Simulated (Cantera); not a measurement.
Feed: 1 mol Si, a varied amount of F2, 0.85 mol NF3, held at 1175 °C and 7400 Pa.

These are equilibrium values from Cantera (NASA tables, ideal gas, pure condensed phases), not measurements of a reactor. Candidate condensed phases: Si, Si3N4; 16 gas species. Kinetics and transport are ignored.

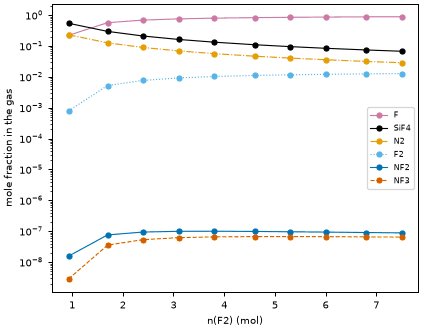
*Equilibrium gas composition (values under 1e-9 drawn at 1e-9)*

From 0.93 mol F2 to 7.5 mol F2 nothing is condensed. The main Si-bearing gas is SiF4 throughout.
